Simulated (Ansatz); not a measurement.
# SiAsNH6 (SMILES N[AsH][SiH3]) at CAM-B3LYP/def2-SVP

What is the electronic atomisation energy of SiAsNH6 at CAM-B3LYP/def2-SVP? 

The results are computed with Ansatz 0.2.0.

72 further runs of the same task are left out: 72 set aside as unsound or not needed.

## (1) The molecule

SiAsNH6 has 9 atoms, charge 0, and is taken as a singlet. SMILES: `N[AsH][SiH3]`. The coordinates come from a PBE0-D4/def2-TZVP relaxation. This is one conformer, not always the lowest.

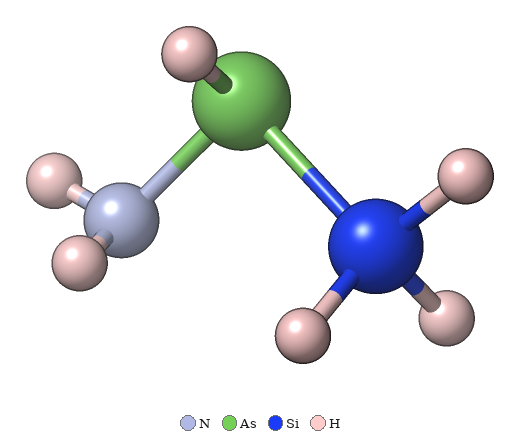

Viewed from a chosen angle; nitrogen light blue, arsenic green, silicon blue, hydrogen pink.

## (2) The energy at CAM-B3LYP/def2-SVP

File in.yaml:

```yaml
crystal:
  periodic: [false, false, false]
  atoms:
    - {symbol: "N", position_ang: [-1.101100, 0.719000, -1.145600]}
    - {symbol: As, position_ang: [0.735100, 0.438100, -0.988900]}
    - {symbol: Si, position_ang: [0.557300, -1.064700, 0.828600]}
    - {symbol: H, position_ang: [-1.303700, 1.291400, -1.954300]}
    - {symbol: H, position_ang: [-1.525300, 1.144300, -0.332300]}
    - {symbol: H, position_ang: [1.144100, 1.592600, -0.059800]}
    - {symbol: H, position_ang: [1.889500, -1.194000, 1.477900]}
    - {symbol: H, position_ang: [0.123900, -2.393300, 0.326700]}
    - {symbol: H, position_ang: [-0.431200, -0.579700, 1.830600]}
basis:
  gaussian:
    orbitals: def2-SVP
magnetization:
  spin_polarized: false
hamiltonian:
  xc: {name: CAM-B3LYP}
accuracy: high
output: {orbitals: {seedname: orbitals}}
```

The run is started by

```sh
ansatz run in.yaml --threads 1 --pin off --max-ram 3480MiB --events-out events.jsonl --progress --plain --runs-dir runs
```

Output:

```text
Warning: RAYON_NUM_THREADS=1 ignored (pool sized by the plan → 1); use --threads N
Functional definition: CAM-B3LYP
  name "CAM-B3LYP"
  parameter alpha = 0.19
  parameter beta = 0.46
  parameter omega = 0.33/bohr
  parameter ac = 0.81
  exchange = (1 - alpha - beta)*b88_x + beta*b88_x_sr(omega) + alpha*exact_x + beta*exact_x_lr(omega)
  correlation = (1 - ac)*vwn5_c + ac*lyp_c
2062 factors; integrals over basis functions are off by at most 4.7e-9 eV
425 factors; integrals over basis functions are off by at most 2.0e-9 eV
mean field evaluation 1: about -70293.9276 eV, gradient 4.4e1 eV
mean field evaluation 2: about -70291.3021 eV, gradient 5.5e1 eV
mean field evaluation 4: about -70297.7762 eV, gradient 6.0e-1 eV
mean field evaluation 8: about -70297.9007 eV, gradient 6.1e-2 eV
mean field evaluation 16: about -70297.9007 eV, gradient 1.5e-5 eV
mean field -70297.90073981 eV, -2583.4002025593 hartree, gradient 4.1e-8 eV, S^2 0.000000; 0 other end points of the search recorded, 0 dependent functions left out
reference -70297.90075946 eV, -2583.4002032815 hartree; 30, 30 occupied and 64, 64 virtual orbitals, 2062 factors
Total energy: -70297.90075946 eV, -2583.4002032815 hartree
```

Wall time 3.6 s (1 thread of AMD EPYC 9R45 (Zen 5), shared host); peak memory 0.41 GiB.

## (3) The As atom, same level

File input.yaml:

```yaml
crystal:
  periodic: [false, false, false]
  atoms:
    - symbol: As
      position_ang: [0.000000, 0.000000, 0.000000]
basis:
  gaussian:
    orbitals: def2-SVP
magnetization:
  spin_polarized: true
  initial_magnetization: 3
hamiltonian:
  xc: {name: CAM-B3LYP}
accuracy: high
```

Run the same way, it converges to -2235.65417 Eh (log not shown).

## (4) The H atom at the same level

File in.yaml:

```yaml
basis:
  gaussian: {orbitals: def2-SVP}
crystal:
  periodic: [false, false, false]
  atoms:
    - symbol: H
      position_ang: [0.000000, 0.000000, 0.000000]
magnetization: {spin_polarized: true, initial_magnetization: 1}
hamiltonian: {xc: {name: CAM-B3LYP}}
accuracy: high
```

The run is started by

```sh
ansatz run in.yaml --threads 1 --pin off --max-ram 3480MiB --events-out events.jsonl --progress --plain --runs-dir runs
```

Output:

```text
Warning: RAYON_NUM_THREADS=1 ignored (pool sized by the plan → 1); use --threads N
Functional definition: CAM-B3LYP
  name "CAM-B3LYP"
  parameter alpha = 0.19
  parameter beta = 0.46
  parameter omega = 0.33/bohr
  parameter ac = 0.81
  exchange = (1 - alpha - beta)*b88_x + beta*b88_x_sr(omega) + alpha*exact_x + beta*exact_x_lr(omega)
  correlation = (1 - ac)*vwn5_c + ac*lyp_c
15 factors; integrals over basis functions are off by at most 8.9e-10 eV
15 factors; integrals over basis functions are off by at most 8.1e-10 eV
mean field evaluation 1: about -13.5409 eV, gradient 7.1e-1 eV
mean field evaluation 2: about -13.5417 eV, gradient 7.3e-1 eV
mean field evaluation 4: about -13.5484 eV, gradient 6.7e-5 eV
mean field evaluation 8: about -13.5484 eV, gradient 2.5e-10 eV
mean field -13.54840926 eV, -0.4978948570 hartree, gradient 1.9e-10 eV, S^2 0.750000; 0 other end points of the search recorded, 0 dependent functions left out
reference -13.54841854 eV, -0.4978951979 hartree; 1, 0 occupied and 4, 5 virtual orbitals, 15 factors
Total energy: -13.54841854 eV, -0.4978951979 hartree
```

Run time: 0.08 s. Hardware: 1 thread of AMD EPYC 9R45 (Zen 5), shared host.

## (5) The N atom, same level

File job.yaml:

```yaml
crystal:
  periodic: [false, false, false]
  atoms:
    - {symbol: "N", position_ang: [0.000000, 0.000000, 0.000000]}
basis:
  gaussian:
    orbitals: def2-SVP
magnetization:
  spin_polarized: true
  initial_magnetization: 3
hamiltonian:
  xc: {name: CAM-B3LYP}
accuracy: high
```

Run the same way, it converges to -54.51628 Eh (log not shown).

## (6) The Si atom

File run.yaml:

```yaml
crystal:
  periodic: [false, false, false]
  atoms:
    - {symbol: Si, position_ang: [0.000000, 0.000000, 0.000000]}
basis:
  gaussian:
    orbitals: def2-SVP
magnetization:
  spin_polarized: true
  initial_magnetization: 2
hamiltonian:
  xc: {name: CAM-B3LYP}
accuracy: high
```

Run the same way, it converges to -289.27834 Eh (log not shown).

## (7) Summary of results

Level: CAM-B3LYP/def2-SVP.

| quantity | value |
| --- | --- |
| molecule: total energy | -2583.40020 Eh |
| molecule: HOMO energy | -8.28 eV |
| molecule: LUMO energy | 1.11 eV |
| molecule: HOMO–LUMO gap | 9.39 eV |
| As atom: total energy | -2235.65417 Eh |
| As atom: ⟨S²⟩ | 3.750 |
| H atom: total energy | -0.49790 Eh |
| H atom: ⟨S²⟩ | 0.750 |
| N atom: total energy | -54.51628 Eh |
| N atom: ⟨S²⟩ | 3.753 |
| Si atom: total energy | -289.27834 Eh |
| Si atom: ⟨S²⟩ | 2.003 |
| electronic atomisation energy | 26.233 eV |

Taking the molecule apart into free atoms costs 26.23 eV (2531 kJ/mol), before zero-point energy and without spin-orbit coupling.
